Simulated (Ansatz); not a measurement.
# Run report: TaHOF₄, geometry relaxation (part 2 of 2)

Continued. System: TaHOF₄. Method: RKS CAM-B3LYP-D4/def2-SVP (Ansatz 0.2.0). It belongs to a series of runs on one base structure; here: start relaxed.

Geometry of the input (Å):
```
Ta 0.0000  0.0000  0.0000
O  2.0200  0.0000  0.0000
H  2.3571  -0.5308  0.7903
F  0.0000  0.0000  1.9300
F  0.0000  0.0000  -1.9300
F  -0.9650  1.6714  0.0000
F  -0.9650  -1.6714  0.0000
```

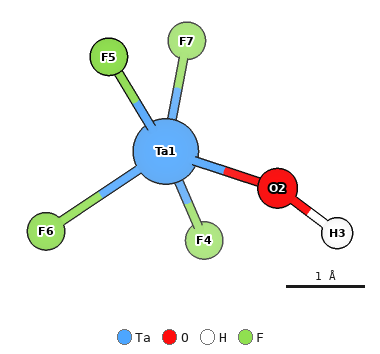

The geometry at step 9 of the log (ball-and-stick view, seen at a tilt; atoms are numbered from 1 in the order of the input).

Trajectory as extended XYZ (Å, eV, eV/Å), 17 frames, from step=1 to step=17:
```
7
Properties=species:S:1:pos:R:3:forces:R:3 step=1 energy=-14476.54550
Ta    0.0000    0.0000    0.0000    0.7040   0.1453  -0.5809
O     2.0200    0.0000    0.0000   -2.8575  -1.1923   1.4806
H     2.3571   -0.5308    0.7903   -0.2737   1.0853  -1.2943
F     0.0000    0.0000    1.9300    0.0275  -0.1148  -1.4900
F     0.0000    0.0000   -1.9300   -0.0080   0.0507   1.7938
F    -0.9650    1.6714    0.0000    1.1977  -1.9095   0.0010
F    -0.9650   -1.6714    0.0000    1.2100   1.9353   0.0899
7
Properties=species:S:1:pos:R:3:forces:R:3 step=2 energy=-14477.01444
Ta    0.0122   -0.0191   -0.0248   -0.5358   0.0283  -0.2697
O     1.8709   -0.1071   -0.0340    1.8061  -0.7572   2.4299
H     2.3038   -0.3638    0.8638   -0.7749   0.7106  -2.2564
F     0.0456   -0.0684    1.8528    0.0237   0.0522   0.6347
F    -0.0176    0.0176   -1.8899   -0.0253  -0.0337  -0.5634
F    -0.8440    1.6212    0.0119   -0.1928   0.5686   0.1014
F    -0.9239   -1.6111    0.0104   -0.3011  -0.5687  -0.0765
7
Properties=species:S:1:pos:R:3:forces:R:3 step=3 energy=-14477.12100
Ta   -0.0021   -0.0357   -0.0266    0.1518   0.0003  -0.1157
O     1.8861   -0.1490   -0.0207    0.3433  -0.2182   1.5179
H     2.3467   -0.2835    0.8597   -0.5354   0.2417  -1.4360
F     0.0285   -0.0808    1.8660   -0.0194   0.0219   0.0095
F    -0.0274    0.0036   -1.9054   -0.0008  -0.0073   0.0233
F    -0.8157    1.6429    0.0325    0.0574  -0.0496   0.0252
F    -0.9690   -1.6284   -0.0153    0.0030   0.0112  -0.0242
7
Properties=species:S:1:pos:R:3:forces:R:3 step=4 energy=-14477.17397
Ta   -0.0029   -0.0498   -0.0135   -0.1247   0.0530  -0.1487
O     1.8681   -0.1680    0.0109   -0.0103  -0.0126   0.1649
H     2.4176   -0.2314    0.8048    0.1002  -0.0006  -0.0838
F    -0.0464   -0.0914    1.8773   -0.0120   0.0096   0.0172
F    -0.0388   -0.0046   -1.8940   -0.0140  -0.0102   0.0278
F    -0.7683    1.6520    0.0363    0.0346  -0.0620   0.0221
F    -0.9822   -1.6376   -0.0316    0.0263   0.0229   0.0005
7
Properties=species:S:1:pos:R:3:forces:R:3 step=5 energy=-14477.18218
Ta   -0.0064   -0.0507   -0.0136    0.0692  -0.0021   0.0150
O     1.8627   -0.1716    0.0311   -0.1083   0.0006   0.0329
H     2.4630   -0.2254    0.7857    0.0727  -0.0045  -0.0236
F    -0.0829   -0.0881    1.8768   -0.0323  -0.0088  -0.0072
F    -0.0520   -0.0087   -1.8939   -0.0122   0.0121  -0.0007
F    -0.7571    1.6557    0.0419    0.0001  -0.0149  -0.0215
F    -0.9801   -1.6419   -0.0376    0.0108   0.0177   0.0051
7
Properties=species:S:1:pos:R:3:forces:R:3 step=6 energy=-14477.17826 accepted=F
Ta   -0.0053   -0.0488   -0.0076   -0.0951  -0.1525  -0.0136
O     1.8544   -0.2109    0.0412   -0.4296   0.0658  -0.4753
H     2.4778   -0.1972    0.7610    0.5419  -0.0248   0.5142
F    -0.1047   -0.0882    1.8816   -0.0231   0.0285  -0.0103
F    -0.0470   -0.0016   -1.8883   -0.0281   0.0151  -0.0028
F    -0.7539    1.6595    0.0428    0.0175   0.0021  -0.0040
F    -0.9741   -1.6437   -0.0405    0.0166   0.0658  -0.0083
7
Properties=species:S:1:pos:R:3:forces:R:3 step=7 energy=-14477.18466
Ta   -0.0057   -0.0509   -0.0106    0.0485  -0.0020  -0.0002
O     1.8613   -0.1727    0.0364   -0.0836   0.0006   0.0464
H     2.4806   -0.2256    0.7753    0.0593  -0.0045  -0.0284
F    -0.1035   -0.0870    1.8787   -0.0223  -0.0077  -0.0093
F    -0.0580   -0.0077   -1.8912   -0.0132   0.0105   0.0042
F    -0.7522    1.6576    0.0404    0.0009  -0.0095  -0.0178
F    -0.9755   -1.6445   -0.0388    0.0104   0.0126   0.0050
7
Properties=species:S:1:pos:R:3:forces:R:3 step=8 energy=-14477.19235
Ta   -0.0049   -0.0518    0.0016    0.0595   0.0030  -0.0011
O     1.8539   -0.1777    0.0689   -0.0409   0.0042   0.0618
H     2.5589   -0.2263    0.7263   -0.0181  -0.0023  -0.0530
F    -0.1911   -0.0817    1.8829   -0.0144  -0.0026  -0.0042
F    -0.0863   -0.0036   -1.8787   -0.0097   0.0047  -0.0089
F    -0.7291    1.6685    0.0341    0.0100  -0.0225  -0.0028
F    -0.9543   -1.6583   -0.0448    0.0136   0.0155   0.0081
7
Properties=species:S:1:pos:R:3:forces:R:3 step=9 energy=-14477.19412
Ta   -0.0037   -0.0520    0.0062    0.0475  -0.0008  -0.0004
O     1.8517   -0.1792    0.0807   -0.1023   0.0102  -0.0024
H     2.5824   -0.2262    0.7057    0.0561  -0.0079   0.0171
F    -0.2234   -0.0805    1.8838   -0.0044  -0.0010  -0.0132
F    -0.0957   -0.0017   -1.8741   -0.0092   0.0031  -0.0035
F    -0.7193    1.6718    0.0340    0.0055  -0.0028  -0.0018
F    -0.9450   -1.6630   -0.0461    0.0067  -0.0010   0.0042
7
Properties=species:S:1:pos:R:3:forces:R:3 step=10 energy=-14477.19392 accepted=F
Ta   -0.0067   -0.0514    0.0098    0.1143  -0.0073   0.0505
O     1.8431   -0.1775    0.1056   -0.3894   0.0297  -0.2824
H     2.6086   -0.2298    0.6741    0.3520  -0.0272   0.2487
F    -0.2497   -0.0818    1.8833   -0.0433   0.0020   0.0153
F    -0.1024    0.0027   -1.8707   -0.0112   0.0014  -0.0186
F    -0.7109    1.6771    0.0367   -0.0122   0.0031  -0.0077
F    -0.9349   -1.6700   -0.0485   -0.0103  -0.0017  -0.0059
7
Properties=species:S:1:pos:R:3:forces:R:3 step=11 energy=-14477.19510
Ta   -0.0029   -0.0508    0.0073   -0.0624  -0.0102   0.0089
O     1.8468   -0.1770    0.0926    0.0634   0.0006   0.0191
H     2.5976   -0.2306    0.6940    0.0043  -0.0030  -0.0237
F    -0.2368   -0.0813    1.8827   -0.0177   0.0070   0.0031
F    -0.1020    0.0001   -1.8731   -0.0003  -0.0002  -0.0059
F    -0.7165    1.6738    0.0330    0.0052   0.0105   0.0024
F    -0.9391   -1.6651   -0.0461    0.0076  -0.0046  -0.0039
7
Properties=species:S:1:pos:R:3:forces:R:3 step=12 energy=-14477.19711
Ta   -0.0076   -0.0520    0.0234    0.0566   0.0085   0.0125
O     1.8357   -0.1748    0.1315    0.2783  -0.0252   0.1805
H     2.6668   -0.2360    0.6247   -0.3025   0.0220  -0.1835
F    -0.3215   -0.0747    1.8874   -0.0187  -0.0212  -0.0432
F    -0.1173    0.0036   -1.8580   -0.0143   0.0134   0.0231
F    -0.6930    1.6857    0.0378   -0.0020  -0.0078  -0.0154
F    -0.9161   -1.6825   -0.0563    0.0026   0.0104   0.0260
7
Properties=species:S:1:pos:R:3:forces:R:3 step=13 energy=-14477.20315
Ta   -0.0058   -0.0513    0.0503   -0.0123  -0.0048  -0.0348
O     1.8237   -0.1746    0.2066    0.1220  -0.0090   0.0343
H     2.7390   -0.2401    0.4932   -0.0782   0.0054  -0.0344
F    -0.4524   -0.0806    1.8822   -0.0231  -0.0005   0.0334
F    -0.1409    0.0176   -1.8293   -0.0067   0.0007   0.0041
F    -0.6474    1.7046    0.0484   -0.0023   0.0161  -0.0019
F    -0.8689   -1.7063   -0.0610    0.0007  -0.0077  -0.0007
7
Properties=species:S:1:pos:R:3:forces:R:3 step=14 energy=-14477.20467
Ta   -0.0065   -0.0511    0.0630   -0.0009   0.0073   0.0751
O     1.8209   -0.1754    0.2379   -0.0423   0.0043  -0.0036
H     2.7604   -0.2418    0.4223   -0.0122   0.0011  -0.0078
F    -0.5198   -0.0902    1.8803    0.0184   0.0042  -0.1067
F    -0.1653    0.0337   -1.8145   -0.0038  -0.0030   0.0547
F    -0.6120    1.7218    0.0687    0.0194  -0.0703  -0.0069
F    -0.8306   -1.7278   -0.0674    0.0213   0.0564  -0.0048
7
Properties=species:S:1:pos:R:3:forces:R:3 step=15 energy=-14477.20389 accepted=F
Ta   -0.0024   -0.0521    0.0765   -0.1669   0.0194   0.0021
O     1.8219   -0.1754    0.2560    0.3706  -0.0273   0.0695
H     2.7776   -0.2416    0.3771   -0.3305   0.0231  -0.0448
F    -0.5657   -0.0932    1.8779    0.0501  -0.0039  -0.0988
F    -0.1775    0.0400   -1.7981    0.0166   0.0006   0.0291
F    -0.5938    1.7255    0.0759    0.0298  -0.0352   0.0161
F    -0.8129   -1.7340   -0.0749    0.0303   0.0234   0.0268
7
Properties=species:S:1:pos:R:3:forces:R:3 step=16 energy=-14477.20540
Ta   -0.0056   -0.0514    0.0682    0.0155  -0.0002   0.0159
O     1.8199   -0.1752    0.2490    0.0199  -0.0012   0.0073
H     2.7650   -0.2413    0.4031   -0.0269   0.0021  -0.0088
F    -0.5430   -0.0893    1.8750   -0.0023   0.0006  -0.0141
F    -0.1728    0.0342   -1.8069   -0.0036   0.0005   0.0018
F    -0.5983    1.7244    0.0701   -0.0010  -0.0047  -0.0014
F    -0.8181   -1.7323   -0.0681   -0.0016   0.0031  -0.0007
7
Properties=species:S:1:pos:R:3:forces:R:3 step=17 energy=-14477.20557
Ta   -0.0050   -0.0516    0.0727   -0.0013  -0.0001  -0.0002
O     1.8193   -0.1754    0.2602    0.0058  -0.0005   0.0019
H     2.7687   -0.2409    0.3819   -0.0020   0.0002  -0.0022
F    -0.5588   -0.0907    1.8736   -0.0022   0.0001  -0.0003
F    -0.1739    0.0366   -1.8021   -0.0005  -0.0001   0.0008
F    -0.5917    1.7263    0.0735    0.0001   0.0005   0.0000
F    -0.8116   -1.7352   -0.0695    0.0002  -0.0002  -0.0001
```

Summary:

| quantity | value |
| --- | --- |
| outcome | converged |
| total energy | −14477.2057 eV |
| mean-field energy | −14477.1043 eV |
| largest force (length of the vector) at the end | 0.006 eV/Å |
| hardware | 2 threads of Arm Neoverse V1, 24 GiB of memory available, shared host |
| wall time | 72 s (CPU time 2.3 min) |
| peak memory | 0.28 GiB |
